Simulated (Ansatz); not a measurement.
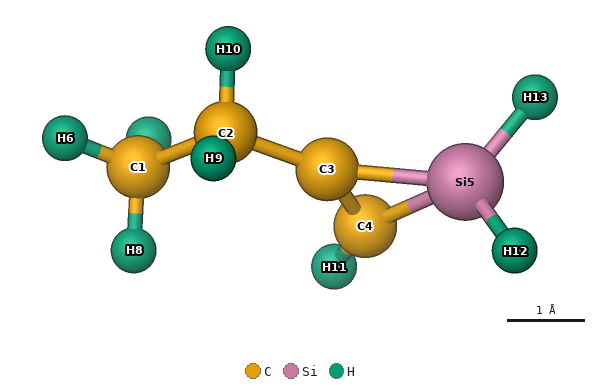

Figure 1. The structure (ball-and-stick view, seen at a tilt; atoms are numbered from 1 in the order of the input). Bond lengths as drawn: C–C 1.33 to 1.52 Å, C–H 1.08 to 1.10 Å, C–Si 1.80 to 1.81 Å and H–Si 1.48 Å.

## C4H8Si: a changed input and its effect

System: C4H8Si, SMILES CCC1=C[SiH2]1.
Method of run A: RKS r2SCAN-D4/def2-TZVPP (Ansatz 0.2.0).

The geometry comes from this level: PBE0-D4/def2-TZVP. Text and figures count atoms from 1; the logs count them from 0 in places.

## Input, run A
```yaml
crystal:
  periodic: [false, false, false]
  atoms:
    - {symbol: C, position_ang: [-1.431354, 1.276558, -0.215868]}
    - {symbol: C, position_ang: [-0.105475, 0.981822, 0.464859]}
    - {symbol: C, position_ang: [0.466141, -0.339472, 0.114166]}
    - {symbol: C, position_ang: [0.135996, -1.380878, -0.650291]}
    - {symbol: Si, position_ang: [1.709759, -1.658541, 0.184442]}
    - {symbol: H, position_ang: [-1.811922, 2.258329, 0.073532]}
    - {symbol: H, position_ang: [-1.324297, 1.263403, -1.303069]}
    - {symbol: H, position_ang: [-2.183318, 0.530847, 0.052644]}
    - {symbol: H, position_ang: [-0.211294, 1.030389, 1.554839]}
    - {symbol: H, position_ang: [0.635031, 1.751724, 0.219144]}
    - {symbol: H, position_ang: [-0.691282, -1.633140, -1.303021]}
    - {symbol: H, position_ang: [1.826771, -2.563597, 1.355316]}
    - {symbol: H, position_ang: [3.005645, -1.552144, -0.531893]}
basis:
  gaussian: {orbitals: def2-TZVPP}
hamiltonian: {xc: r2scan, dispersion: d4}
output: {forces: true, orbitals: {seedname: orbitals}}
```

Launched with:
```bash
ansatz run in.yaml --threads 4 --pin off --events-out ev --progress --plain --max-ram 10444MiB
```

Hardware: 4 threads of Arm Neoverse V1, 23 GiB of memory available, shared host.

## Output (run A)
```
Functional definition: r2SCAN
  parameter k0 = 0.174
  parameter k1 = 0.065
  parameter a1 = 4.9479
  exchange = r2scan_x(k0 = k0, k1 = k1, a1 = a1)
  correlation = r2scan_c
1480 factors; their error is unknown
mean field evaluation 1: about -12137.7022 eV, gradient 7.8e1 eV
mean field evaluation 2: about -12103.0563 eV, gradient 1.3e2 eV
mean field evaluation 4: about -12152.4147 eV, gradient 1.2e1 eV
mean field evaluation 8: about -12152.7710 eV, gradient 3.4e-1 eV
mean field evaluation 16: about -12152.7320 eV, gradient 9.3e-4 eV
mean field -12152.73194264 eV, -446.6046614743 hartree, gradient 6.0e-5 eV, S^2 0.000000; 0 other end points of the search recorded, 0 dependent functions left out
the calculation of the forces begins
reference -12152.73195716 eV, -446.6046620081 hartree; 23, 23 occupied and 255, 255 virtual orbitals, 1480 factors
Total energy: -12152.80102710 eV, -446.6072002815 hartree
Atom 0 at    -1.431354     1.276558    -0.215868 Å, force    -0.141464     0.040552    -0.067235 eV/Å
Atom 1 at    -0.105475     0.981822     0.464859 Å, force     0.074652     0.038590     0.068271 eV/Å
Atom 2 at     0.466141    -0.339472     0.114166 Å, force     0.010758     0.084364     0.052210 eV/Å
Atom 3 at     0.135996    -1.380878    -0.650291 Å, force    -0.081901    -0.092112    -0.101623 eV/Å
Atom 4 at     1.709759    -1.658541     0.184442 Å, force     0.137951    -0.082483     0.042141 eV/Å
Atom 5 at    -1.811922     2.258329     0.073532 Å, force     0.002040    -0.017511    -0.008167 eV/Å
Atom 6 at    -1.324297     1.263403    -1.303069 Å, force     0.001001    -0.006150     0.018660 eV/Å
Atom 7 at    -2.183318     0.530847     0.052644 Å, force     0.016921     0.007408    -0.006236 eV/Å
Atom 8 at    -0.211294     1.030389     1.554839 Å, force     0.008654     0.010669     0.004069 eV/Å
Atom 9 at     0.635031     1.751724     0.219144 Å, force     0.003234     0.006253     0.011770 eV/Å
Atom 10 at    -0.691282    -1.633140    -1.303021 Å, force    -0.010951     0.003334    -0.005036 eV/Å
Atom 11 at     1.826771    -2.563597     1.355316 Å, force    -0.005952     0.007586    -0.012172 eV/Å
Atom 12 at     3.005645    -1.552144    -0.531893 Å, force    -0.014942    -0.000500     0.003347 eV/Å
Dipole moment:    -0.134888     0.188142     0.016618 e Å
```

For run B the input was changed thus:
```diff
-hamiltonian: {xc: r2scan, dispersion: d4}
+hamiltonian: {xc: pbe, dispersion: d4}
```

Predict how the results change.

The total energies belong to different models, so their difference says nothing on which is more stable or more accurate. The largest force goes from 0.166 to 0.451 eV/Å. The HOMO goes from −6.26 to −6.05 eV. The LUMO goes from −0.68 to −0.94 eV. On the same kind of shared host run B took about 0.48 times as long.

## Output (run B)
```
Functional definition: PBE
  parameter kappa = 0.804
  parameter beta = 0.06672455060314922
  exchange = pbe_x(kappa = kappa, mu = beta*pi^2/3)
  correlation = pbe_c(beta = beta)
1480 factors; their error is unknown
mean field evaluation 1: about -12127.5936 eV, gradient 8.6e1 eV
mean field evaluation 2: about -12060.4112 eV, gradient 1.7e2 eV
mean field evaluation 4: about -12145.0171 eV, gradient 2.1e1 eV
mean field evaluation 8: about -12146.0956 eV, gradient 1.9e-1 eV
mean field evaluation 16: about -12146.0529 eV, gradient 1.2e-2 eV
mean field -12146.05292053 eV, -446.3592119390 hartree, gradient 2.2e-5 eV, S^2 0.000000; 0 other end points of the search recorded, 0 dependent functions left out
the calculation of the forces begins
reference -12146.05297068 eV, -446.3592137822 hartree; 23, 23 occupied and 255, 255 virtual orbitals, 1480 factors
Total energy: -12146.32433083 eV, -446.3691860835 hartree
Atom 0 at    -1.431354     1.276558    -0.215868 Å, force    -0.033036     0.029197    -0.004726 eV/Å
Atom 1 at    -0.105475     0.981822     0.464859 Å, force     0.022352    -0.064084    -0.020531 eV/Å
Atom 2 at     0.466141    -0.339472     0.114166 Å, force    -0.018768     0.401620     0.203945 eV/Å
Atom 3 at     0.135996    -1.380878    -0.650291 Å, force    -0.196909    -0.261924    -0.264344 eV/Å
Atom 4 at     1.709759    -1.658541     0.184442 Å, force     0.342773    -0.191871     0.111531 eV/Å
Atom 5 at    -1.811922     2.258329     0.073532 Å, force    -0.086438     0.190568     0.048235 eV/Å
Atom 6 at    -1.324297     1.263403    -1.303069 Å, force     0.009927    -0.002005    -0.212014 eV/Å
Atom 7 at    -2.183318     0.530847     0.052644 Å, force    -0.152735    -0.140691     0.044777 eV/Å
Atom 8 at    -0.211294     1.030389     1.554839 Å, force    -0.003905     0.026168     0.228712 eV/Å
Atom 9 at     0.635031     1.751724     0.219144 Å, force     0.158586     0.164809    -0.028425 eV/Å
Atom 10 at    -0.691282    -1.633140    -1.303021 Å, force    -0.174250    -0.072880    -0.147994 eV/Å
Atom 11 at     1.826771    -2.563597     1.355316 Å, force    -0.002649    -0.098352     0.130114 eV/Å
Atom 12 at     3.005645    -1.552144    -0.531893 Å, force     0.135052     0.019445    -0.089279 eV/Å
Dipole moment:    -0.138342     0.190764     0.015874 e Å
```

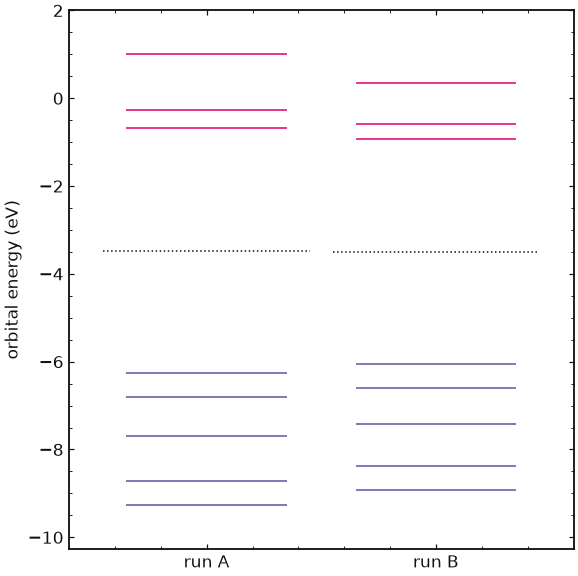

Figure 2. The five highest filled and three lowest empty orbital energies of the two runs; the dotted lines part filled from empty levels. The HOMO–LUMO gap is 5.58 eV in run A and 5.11 eV in run B.

## The two runs side by side

| quantity | run A | run B |
| --- | --- | --- |
| outcome | converged | converged |
| total energy (hartree) | −446.607200 | −446.369186 |
| HOMO (eV) | −6.26 | −6.05 |
| LUMO (eV) | −0.68 | −0.94 |
| dipole moment (D) | 1.11 | 1.13 |
| largest force (eV/Å) | 0.166 | 0.451 |
| basis functions | 278 | 278 |
| wall time (shared host) | 6 s | 2.9 s |
